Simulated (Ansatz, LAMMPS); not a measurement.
# Electronic structure of glassy 85GeO2-15Li2O (mol %) (78 atoms), part 2 of 2

Aim: energy, forces, charges and density of states of glassy 85GeO2-15Li2O (mol %) (78 atoms) at a fixed geometry.

Ansatz 0.2.0; Kohn-Sham DFT, PBE, PAW (set soft_2), plane waves.

The cell: 22 Ge, 8 Li and 48 O. The quench rate of 30 K/ps far exceeds what a furnace or splat quench reaches. The network of bonds at the start is that of the classical potential that made the cell. Only the Γ point is sampled, in a cell whose shortest periodic width is 10 Å.

So far. Step 3 (Plane-wave single point): Between -26 and -14 eV lie 316 more states.

### Step 3. Plane-wave single point (continued)

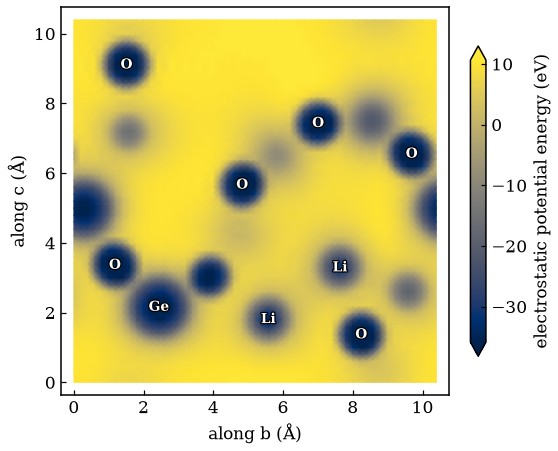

Electrostatic potential energy in the bc plane at fractional x = 0.613, with atoms of Ge and Li and O within 0.2 Å of it. With pseudopotentials it is smooth inside the atoms' cores, unlike the true potential. The map starts off the cell's origin, so that atoms lie inside it.

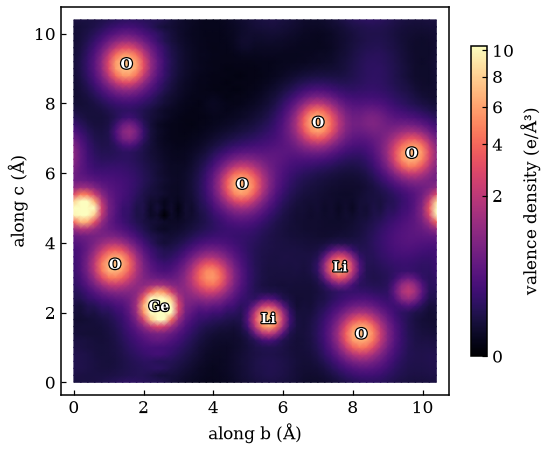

Valence density in the bc plane at fractional x = 0.613, with atoms of Ge and Li and O within 0.2 Å of it. It is the smooth field of the valence electrons, not physical close to the nuclei. The map starts off the cell's origin, so that atoms lie inside it. The colour scale is stretched toward low values.

Mean Löwdin charges: Ge +1.61, Li +0.80, O -0.80 e (they miss 0.55 % of the electrons, so they add up to more than the cell's charge). The largest share in the top eV of filled states is O p (97 % of the projected weight), and in the lowest eV of empty states Ge s (45 % of the projected weight).

### Step 4. Structure statistics

Bonds and neighbours are counted at the geometry of the runs.

Density 3.58 g/cm³, 14.40 Å³ an atom.

Pair distribution functions g(r), in bins of 0.2 Å:

```
r (Å)  total   O-O  O-Ge  O-Li  Ge-Ge  Ge-Li  Li-Li
 1.60   0.79  0.00  2.26  0.00   0.00   0.00   0.00
 1.80   3.51  0.00  9.77  0.99   0.00   0.00   0.00
 2.00   0.74  0.00  0.56  4.37   0.00   0.00   0.00
 2.20   0.28  0.00  0.00  1.75   0.00   0.00   5.77
 2.40   0.12  0.13  0.00  0.61   0.00   0.00   0.00
 2.60   0.84  1.74  0.07  0.16   0.00   0.77   8.45
 2.80   1.64  3.74  0.00  1.03   0.00   1.59   0.00
 3.00   0.86  1.58  0.23  0.39   0.20   0.83   6.21
 3.20   0.73  0.80  0.16  0.46   2.12   2.47   0.00
 3.40   1.04  0.88  0.36  0.70   4.49   2.19   1.23
 3.60   0.81  0.51  1.04  0.81   0.44   1.57   2.21
 3.80   0.87  0.72  1.06  1.21   0.39   0.71   0.00
 4.00   1.06  0.68  1.54  1.68   0.35   0.32   0.84
 4.20   1.27  0.75  2.04  1.64   0.41   0.57   0.82
 4.40   1.21  0.78  1.86  1.09   1.05   0.80   0.71
 4.60   1.13  0.89  1.36  1.11   1.48   0.85   1.35
 4.80   1.01  0.98  0.92  1.41   1.20   0.78   0.00
 5.00   0.87  1.05  0.71  0.74   1.03   0.70   0.56
```

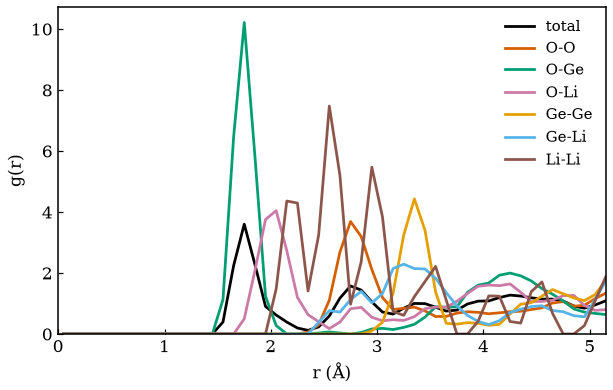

Pair distribution functions, lightly smoothed.

Bonds by pair of elements; cutoffs follow the first minimum of g(r), held within bounds set by covalent radii, and pairs that aren't listed don't count as bonded:

```
pair A-B  cutoff (Å)  bonds  mean length (Å)  spread (Å)  shortest (Å)  B about A  A about B
    O-Ge        2.27     91             1.75       0.066          1.66       1.90       4.14
    O-Li        2.58     28             2.07       0.145          1.88      0.583        3.5
```

How many atoms have how many bonded neighbours:

```
element  mean   2   3   4  5  6
     Ge  4.14   0   0  20  1  1
     Li   3.5   1   2   5  0  0
      O  2.48  31  13   2  2  0
```

Bond angles (no mean is given where the spread exceeds 20°):

```
  angle  count  mean (°)  spread (°)
 O-Ge-O    145       109        14.7
Ge-O-Ge     43       148        12.5
Ge-O-Li     41         -           -
 O-Li-O     37         -           -
Li-O-Li     18         -           -
```

Oxygen atoms by the number of network formers (Si, P, Ge, B, Al, As, Ga) bound to them:

```
network formers bound to O  O atoms  per cent
                         0        0         0
                         1        5      10.4
                         2       43      89.6
```

Network units: each former by its oxygen neighbours and how many of them bridge to another former:

```
former  O neighbours  bridging O  atoms
    Ge             4           3      4
    Ge             4           4     16
    Ge             5           5      1
    Ge             6           5      1
```

Bond length by coordination (bonds to H left out):

```
element  coordination  atoms  mean bond length (Å)
     Ge             4     20                  1.73
     Ge             5      1                  1.83
     Ge             6      1                  1.92
     Li             2      1                  1.92
     Li             3      2                  2.02
     Li             4      5                  2.10
      O             2     31                  1.74
      O             3     13                  1.90
      O             4      2                  1.92
      O             5      2                  2.01
```

Rings of the network by King's shortest-path rule, up to 12 atoms, one path for each pair of neighbours; H, halogens, alkali and alkaline-earth atoms are left out, and the last column divides by all other atoms, bonded or not:

```
ring size (atoms)  rings  per network atom
                6      1             0.014
                8      4             0.057
               10      3             0.043
               12     11             0.157
```

For some of the pairs, g(r) has its first main peak near 2.8 Å (O-O), 1.7 Å (O-Ge), 2.0 Å (O-Li) and 3.4 Å (Ge-Ge). With the cutoffs above, 91 % of Ge atoms have 4, 62 % of Li atoms have 4 and 65 % of O atoms have 2 bonded neighbours. The O-Ge-O angle averages 109° with a spread of 15°. 90 % of the oxygens bridge two formers (Ge) and 10 % are non-bridging. The commonest Ge unit has 4 oxygens, 4 of them shared with other formers (16 of 22 atoms). Rings of 12 atoms are the most common (58 % of those counted); sizes run from 6 to 12, where the search stops.

A closer look about Li23, one of the 8 Li atoms: 13 atoms, nearest first, numbered in the order of the input, with positions taken from that point.

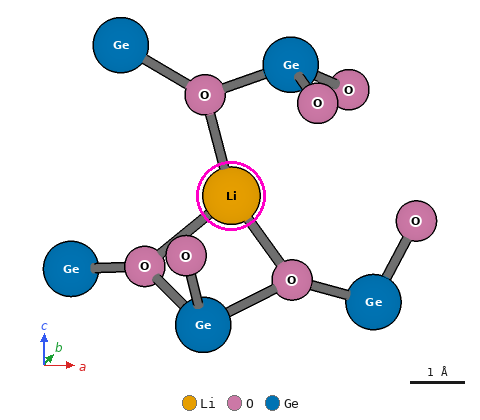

The atoms of the table, within 3.6 Å (arrows a, b, c point along x, y, z); some may hide others; the central atom is ringed.

```
atom      x      y      z  distance (Å)  bonds  Löwdin charge (e)     Fx     Fy  Fz (eV/Å)
Li23   0.00   0.00   0.00          0.00      4               0.81  -0.68   0.08       0.10
 O34   1.20  -0.16  -1.53          1.95      3              -0.80  -2.27  -1.42       1.15
 O73  -0.49  -0.06   1.94          2.00      3              -0.81  -0.89  -0.46      -1.70
 O38  -1.62  -0.21  -1.41          2.16      3              -0.81   0.98  -0.05       1.03
 O71  -0.37  -2.28  -0.62          2.39      3              -0.75   0.80   0.44       1.43
Ge10  -0.25  -1.29  -2.19          2.56      6               1.46  -1.53  -1.55      -1.38
Ge15   1.11   0.13   2.56          2.80      4               1.62  -0.85   0.57       1.23
 O43   1.94   1.40   1.81          3.00      2              -0.77  -0.15   0.89      -0.05
 O75   1.95  -1.32   2.22          3.24      2              -0.77   0.44  -1.70      -0.07
Ge22   2.59   0.64  -2.08          3.38      4               1.62   1.00   1.50      -2.18
 Ge5  -2.14   0.04   2.79          3.51      5               1.58   2.22   1.31       1.66
 O76   3.24   1.42  -0.66          3.60      2              -0.76   1.46   0.33       1.26
 Ge2  -3.18   0.45  -1.70          3.64      4               1.64   0.46  -0.74      -0.78
```

The column of bonds counts only the pairs O-Ge within 2.27 Å, O-Li within 2.58 Å; other neighbours, such as metal atoms beside each other in a compound, aren't counted, and periodic images can show an atom twice.

### Step 5. What came out

- free energy per atom: -1581.5646 eV/atom
- pressure: 5.254 GPa
- r.m.s. force component: 1.105 eV/Å
- gap (highest filled to lowest empty level): 1.46 eV
- wall time of the 1 DFT run: 8.8 s

What this shows: The highest filled and lowest empty levels differ by 1.46 eV (at Γ alone); a semilocal functional tends to put such gaps too low. In a disordered cell it changes from sample to sample, and tail or defect levels can set it. With the cutoffs above, 91 % of Ge atoms have 4, 62 % of Li atoms have 4 and 65 % of O atoms have 2 bonded neighbours. 90 % of the oxygens bridge two formers (Ge) and 10 % are non-bridging.

What to keep in mind: The force components of 1.1 eV/Å r.m.s. hold both thermal displacement and the mismatch between the potential that made the cell and DFT. The pressure of 5.3 GPa is that of one thermal frame, in which the classical model's bond lengths enter as well as the volume, without the kinetic term.

[Logs are printed without paths, hosts, clocks, repeated set-up lines and the standing remarks that a program may print on its own settings, such as how far it seeks lower states.]

[Hosts, paths, dates, database ids (printed as entryN), source tags and the programs' standing remarks are cut or masked in the printed files.]
